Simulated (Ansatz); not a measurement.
**H2OSZn + AsH3: a complex and its separated parts**

The complex below is one end of an elementary step. How strongly is it bound against its free parts?

The runs use Ansatz 0.2.0, Gaussian basis; PBE0-D4/def2-TZVP structures, single points in def2-TZVPP, no counterpoise correction.

Levels: SPW92, PBE-D4, BLYP-D4, r2SCAN-D4, B97M-V, PBE0-D4, B3LYP-D4, r2SCAN0-D4, BHLYP-D4, CAM-B3LYP-D4, wB97X-V, wB97M-V, B2PLYP, PBE-QIDH, RPA on PBE, Hartree-Fock, MP2, CCSD, CCSD(T).

Correlated methods freeze the cores. The 3s and 3p shells of Cu and Zn are frozen; filled d shells are correlated. B3LYP uses VWN-RPA correlation. B2PLYP carries no dispersion term here.

94 further runs of the same task are left out: 94 set aside as unsound or not needed. Runs told in other sessions of the task aren't counted.

### 1 The starting structure

The complex: 9 atoms, charge 0, spin multiplicity 1.

Atoms are counted from 1 here; the program's logs count them from 0.

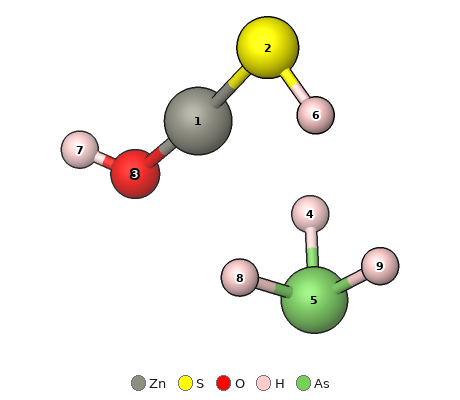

The starting geometry (zinc grey, sulfur yellow, oxygen red, hydrogen pink, arsenic green); atoms are numbered from 1 in the order of the file.

Coordinates:

```mol
AsH5OSZn
  3D, bonds by distance, orders not assigned

  9  7  0  0  0  0  0  0  0  0999 V2000
    0.2411    0.4660   -1.1614 Zn  0  0
    2.3873    0.2635   -1.0332 S   0  0
   -1.5158    0.6668   -1.4127 O   0  0
   -0.7216   -1.3718    0.3363 H   0  0
   -0.9311   -0.7822    1.7267 As  0  0
    2.3533    0.0518    0.2934 H   0  0
   -1.7723    1.1946   -2.1705 H   0  0
   -0.5384    0.6227    1.2803 H   0  0
    0.4976   -1.1114    2.1412 H   0  0
  1  2  8  0
  1  3  8  0
  2  6  8  0
  3  7  8  0
  4  5  8  0
  5  8  8  0
  5  9  8  0
M  END
```

Its parts: H2OSZn holds atoms 1, 2, 3, 6, 7; AsH3 holds atoms 4, 5, 8, 9. Each part counts its atoms afresh in its own runs.

### 2 Relaxing H2OSZn alone

relax-a/in.yaml

```yaml
crystal:
  periodic: [false, false, false]
  atoms:
    - {symbol: Zn, position_ang: [0.241079, 0.465978, -1.161408]}
    - {symbol: S, position_ang: [2.387323, 0.263538, -1.033243]}
    - {symbol: O, position_ang: [-1.515844, 0.666791, -1.412668]}
    - {symbol: H, position_ang: [2.353289, 0.051836, 0.293419]}
    - {symbol: H, position_ang: [-1.772347, 1.194615, -2.170523]}
basis:
  gaussian: {orbitals: def2-TZVP}
hamiltonian: {xc: pbe0, dispersion: d4}
relax: {f_tol: 0.005, max_steps: 200}
```

On the command line:

```
> ansatz run in.yaml --threads 8 --pin off --events-out ev --progress --plain --max-ram 19148MiB
```

The runs that follow: Relaxing AsH3 alone; SPW92/def2-TZVPP; PBE-D4/def2-TZVPP; BLYP-D4/def2-TZVPP; r2SCAN-D4/def2-TZVPP; B97M-V/def2-TZVPP; PBE0-D4/def2-TZVPP; B3LYP-D4/def2-TZVPP; r2SCAN0-D4/def2-TZVPP; BHLYP-D4/def2-TZVPP; CAM-B3LYP-D4/def2-TZVPP; wB97X-V/def2-TZVPP; wB97M-V/def2-TZVPP; B2PLYP/def2-TZVPP; PBE-QIDH/def2-TZVPP; RPA on PBE/def2-TZVPP; CCSD(T)/def2-TZVPP; Vibrations of H2OSZn; Vibrations of AsH3.

What does the calculation give? Wanted: complex less parts, CCSD(T)/def2-TZVPP; with zero-point energy; largest T1 diagnostic.

As calculated:

```
                              quantity         value
complex less parts, CCSD(T)/def2-TZVPP  -11.3 kJ/mol
                with zero-point energy   -8.2 kJ/mol
                 largest T1 diagnostic         0.016
```

**Reading.** At CCSD(T) the complex lies 11.3 kJ/mol below its parts. The functionals run from CAM-B3LYP-D4, off by -0.9 kJ/mol, to SPW92, off by -14.6 kJ/mol, against CCSD(T). Mean unsigned error by rung: LDA 14.6, GGA 3.3, meta-GGA 4.0, hybrid 3.8, range-separated hybrid 1.7, double hybrid 4.3 kJ/mol. The double hybrids carry no dispersion term here, unlike the levels marked D4 or V. PBE-D4 gives a relative energy 4.6 kJ/mol too low, an error of 41 % of the reference. No counterpoise was applied, and triple zeta lacks some correlation, so the CCSD(T) reference has a basis error of its own, and close matches with it are partly luck.
